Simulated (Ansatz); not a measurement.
**Single-point calculation, with input and output: Al6As7H20 (charge +1)**

The run: single-point calculation of Al6As7H20 (Al6As7 zinc blende off sphere), charge +1. Method and program: RKS M06-2X/6-31G* (Ansatz 0.2.0).

The geometry comes from this level: PBE-D4/def2-SVP.

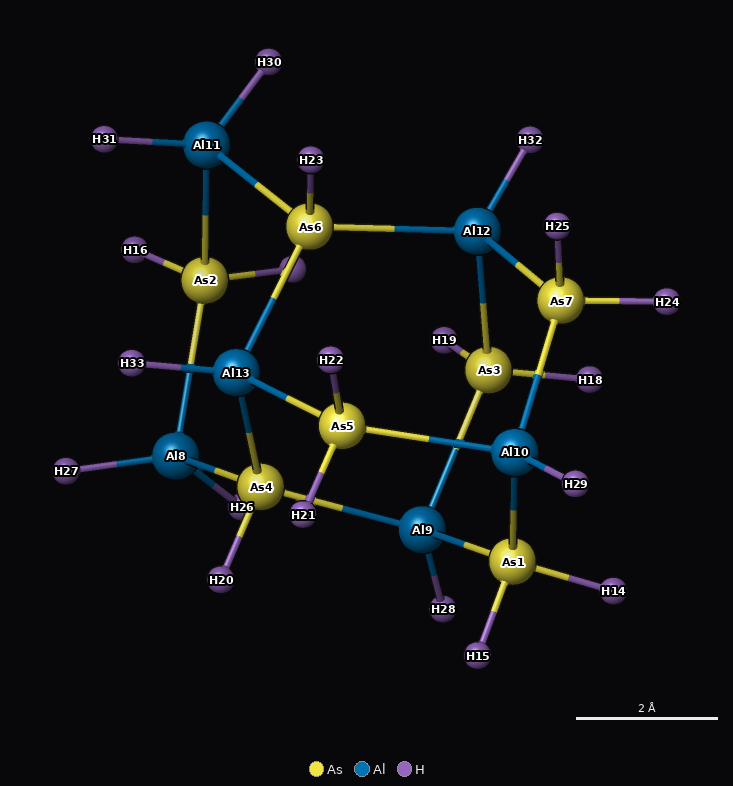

Fig. 1: The structure as given in the input (ball-and-stick view, seen at a tilt; atoms are numbered from 1 in the order of the input). Sticks mark near contacts. Bond lengths as drawn: Al–As 2.46 to 2.57 Å, Al–H 1.59 to 1.60 Å and As–H 1.52 to 1.53 Å.

### Input file
```yaml
crystal:
  periodic: [false, false, false]
  atoms:
    - {symbol: As, position_ang: [0.750266, -3.458959, 0.584518]}
    - {symbol: As, position_ang: [-2.321555, 2.423367, -1.994588]}
    - {symbol: As, position_ang: [0.694666, -0.788156, -2.185265]}
    - {symbol: As, position_ang: [-2.122961, -0.646246, 0.405092]}
    - {symbol: As, position_ang: [0.722925, -0.702401, 3.226905]}
    - {symbol: As, position_ang: [0.598423, 2.128408, 0.422060]}
    - {symbol: As, position_ang: [3.428242, -0.663833, 0.513381]}
    - {symbol: Al, position_ang: [-3.755980, 0.470720, -1.227918]}
    - {symbol: Al, position_ang: [-0.898441, -2.295202, -0.946456]}
    - {symbol: Al, position_ang: [2.332066, -2.256185, 2.112733]}
    - {symbol: Al, position_ang: [-0.692994, 3.968913, -0.806593]}
    - {symbol: Al, position_ang: [2.164176, 0.899958, -1.026645]}
    - {symbol: Al, position_ang: [-0.852642, 0.819513, 1.945739]}
    - {symbol: H, position_ang: [1.536155, -4.528106, -0.164790]}
    - {symbol: H, position_ang: [-0.058340, -4.388403, 1.479882]}
    - {symbol: H, position_ang: [-3.322248, 3.361359, -2.662657]}
    - {symbol: H, position_ang: [-1.632229, 1.975455, -3.282811]}
    - {symbol: H, position_ang: [1.544125, -1.603242, -3.151409]}
    - {symbol: H, position_ang: [-0.129305, -0.028820, -3.217482]}
    - {symbol: H, position_ang: [-2.987518, -1.526159, 1.304226]}
    - {symbol: H, position_ang: [-0.048323, -1.544171, 4.236611]}
    - {symbol: H, position_ang: [1.537962, 0.116825, 4.220434]}
    - {symbol: H, position_ang: [1.561840, 2.865578, 1.350225]}
    - {symbol: H, position_ang: [4.505391, -1.429958, -0.244522]}
    - {symbol: H, position_ang: [4.350087, 0.207323, 1.356193]}
    - {symbol: H, position_ang: [-3.822101, -0.564389, -2.447776]}
    - {symbol: H, position_ang: [-4.958990, 1.059070, -0.364153]}
    - {symbol: H, position_ang: [-1.657631, -3.352933, -1.855541]}
    - {symbol: H, position_ang: [3.297536, -3.149543, 3.001347]}
    - {symbol: H, position_ang: [0.309060, 4.572478, -1.892724]}
    - {symbol: H, position_ang: [-1.511098, 4.735834, 0.327170]}
    - {symbol: H, position_ang: [3.154406, 1.667703, -2.002795]}
    - {symbol: H, position_ang: [-1.714971, 1.654212, 2.987618]}
basis:
  gaussian: {orbitals: "6-31G*"}
total_charge: 1
hamiltonian: {xc: {name: M06-2X}}
scf: {lower_state_search: off}
```

Launch command:
```bash
ansatz run in.yaml --threads 2 --pin off --events-out ev --progress --plain --max-ram 32768MiB --backend cuda --devices 0, --max-vram 18GiB
```

### Log
```
Error: YAML parse error: error: line 40 column 19: hamiltonian.xc: no functional is named "M06-2X"; the names, which are not case-sensitive, are SVWN5, SPW92, PBE, PBE0, PBEsol, revPBE, revPBE0, RPBE, rPW86-PBE, HSE06, wPBEh, LC-wPBE, HISS, HF, BLYP, B3LYP, B3LYP5, BHLYP, CAM-B3LYP, r2SCAN, r2SCANh, r2SCAN0, r2SCAN50, m-r2SCAN, B97, wB97, wB97X, wB97X-V, B97M-V, wB97M-V, B2PLYP, B2GP-PLYP, PBE0-DH, PBE-QIDH
  --> <input>:40:19
   |
38 |   gaussian: {orbitals: "6-31G*"}
39 | total_charge: 1
40 | hamiltonian: {xc: {name: M06-2X}}
   |                   ^ hamiltonian.xc: no functional is named "M06-2X"; the names, which are not case-sensitive, are SVWN5, SPW92, PBE, PBE0, PBEsol, revPBE, revPBE0, RPBE, rPW86-PBE, HSE06, wPBEh, LC-wPBE, HISS, HF, BLYP, B3LYP, B3LYP5, BHLYP, CAM-B3LYP, r2SCAN, r2SCANh, r2SCAN0, r2SCAN50, m-r2SCAN, B97, wB97, wB97X, wB97X-V, B97M-V, wB97M-V, B2PLYP, B2GP-PLYP, PBE0-DH, PBE-QIDH
41 | scf: {lower_state_search: off}
   |
```

### Outcome

```json
{"quantity": "outcome", "value": "refused by the program"}
{"quantity": "hardware", "value": "2 CPU threads, shared host"}
```

### Diagnosis

The input was spoiled on purpose: method. The program refused the input: “YAML parse error: error: line 40 column 19: hamiltonian.xc: no functional is named "M06-2X" …”
